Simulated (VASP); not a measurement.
Consider the following.

```xyz
2
Lattice="0.0000 2.8671 2.8671 2.8671 0.0000 2.8671 2.8671 2.8671 0.0000" Properties=species:S:1:pos:R:3 pbc="T T T"
Ag     2.8671     5.7342     2.8671
Br     2.8671     2.8671     2.8671
```

Calculation: PBE GGA with D4 dispersion, VASP's PBE PAW potentials (set 64) (plane waves; VASP 6.6.1). Numerical set-up: 520 eV cut-off, 9×9×9 Γ-centred mesh, tetrahedra with Blöchl corrections, potentials Ag Br.

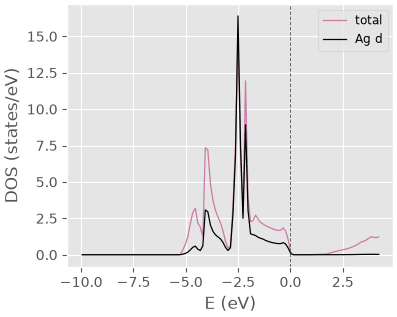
Figure. Total and projected density of states, zero at the valence-band maximum

Within 2 eV below the valence-band maximum the largest weight inside VASP's projection spheres is Ag d, then Br p.

It has a band gap.

The compound is AgBr in the rock salt structure. It was relaxed first.
